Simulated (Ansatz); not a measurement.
# SiNH (quintet): wave-function methods side by side, cc-pVTZ

How much of the correlation energy of SiNH (quintet) does each wave-function method recover here?

Computed with Ansatz 0.2.0, Gaussian basis. Level: cc-pVTZ, core rule «outside noble gas», up to 6 orbitals frozen.

Plan: UHF; CCSD(T) on ROHF; CCSD(T) on UHF; BCCD(T) on ROHF; CCSDT(Q) on ROHF; CCSDT(Q) on UHF; CASSCF and MRCISD+Q, 10 electrons in 9 orbitals; CASSCF and NEVPT2, 10 electrons in 9 orbitals.

4 further runs of the same task are left out: 4 set aside as unsound or not needed.

## Step 1: The system

The geometry is a PBE0/def2-TZVP stationary point (not a proven minimum) of the parent state, kept for this charge and spin.

3 atoms, charge 0, spin multiplicity 5.

Atoms are counted from 1 here; the program's logs count them from 0.

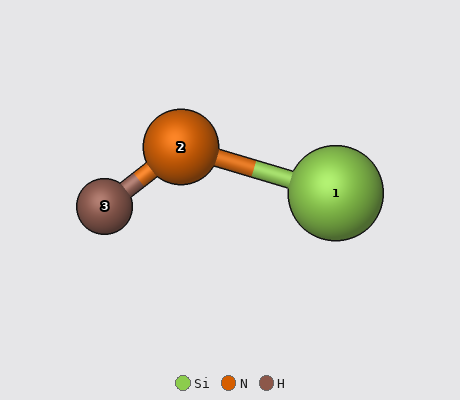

The structure; silicon green, nitrogen orange, hydrogen brown; atoms are numbered from 1 in the order of the file.

As a file:

```
Si    0.0000    0.0330    0.6059
N     0.0000   -0.1138   -1.0890
H     0.0000    0.6631   -1.7496
```

## Step 2: UHF

Contents of in.yaml:

```yaml
crystal:
  periodic: [false, false, false]
  atoms:
    - {symbol: Si, position_ang: [0.000000, 0.032951, 0.605869]}
    - {symbol: N, position_ang: [0.000000, -0.113788, -1.088955]}
    - {symbol: H, position_ang: [0.000000, 0.663088, -1.749585]}
basis:
  gaussian: {orbitals: cc-pVTZ}
magnetization: {spin_polarized: true, initial_magnetization: 4}
hamiltonian: {xc: hf}
output: {orbitals: {seedname: orbitals}}
```

The run is started by

```
ansatz run in.yaml --threads 1 --pin off --events-out ev --progress --plain --max-ram 2816MiB --backend cpu
```

After this run come: CCSD(T) on ROHF; CCSD(T) on UHF; BCCD(T) on ROHF; CCSDT(Q) on ROHF; CCSDT(Q) on UHF; CASSCF and MRCISD+Q, 10 electrons in 9 orbitals; CASSCF and NEVPT2, 10 electrons in 9 orbitals.

Before running them: what should the planned runs give, taken together? Wanted: UCCSDT(Q) below the RHF energy; RMP2 from UCCSDT(Q); UMP2 from UCCSDT(Q); RCCSD from UCCSDT(Q); RCCSD(T) from UCCSDT(Q); UCCSD(T) from UCCSDT(Q); RCCSDT(Q) from UCCSDT(Q); NEVPT2 valence from UCCSDT(Q); MRCISD+Q valence from UCCSDT(Q).

The runs gave:

| quantity | value |
| --- | --- |
| UCCSDT(Q) below the RHF energy | -6.9865 eV |
| RMP2 from UCCSDT(Q) | +22.36 kcal/mol |
| UMP2 from UCCSDT(Q) | +22.43 kcal/mol |
| RCCSD from UCCSDT(Q) | +7.21 kcal/mol |
| RCCSD(T) from UCCSDT(Q) | +1.12 kcal/mol |
| UCCSD(T) from UCCSDT(Q) | +1.04 kcal/mol |
| RCCSDT(Q) from UCCSDT(Q) | +0.13 kcal/mol |
| NEVPT2 valence from UCCSDT(Q) | +27.99 kcal/mol |
| MRCISD+Q valence from UCCSDT(Q) | +3.17 kcal/mol |
| levels within 1 kcal/mol (43 meV) | RCCSDT, UCCSDT, RCCSDT(Q) |
| T1 diagnostic | 0.040 |
| effectively unpaired electrons | 4.01 |

**Reading.** RCCSD(T) misses by +1.12 kcal/mol, 0.7 % of the correlation energy. One determinant dominates. Of the multireference levels listed MRCISD+Q valence comes nearest in total energy (+3.17 kcal/mol), which doesn't show that its space is the better one. These misses are within one basis, not against nature; the frozen cores of restricted and unrestricted runs differ, which can shift their rows.
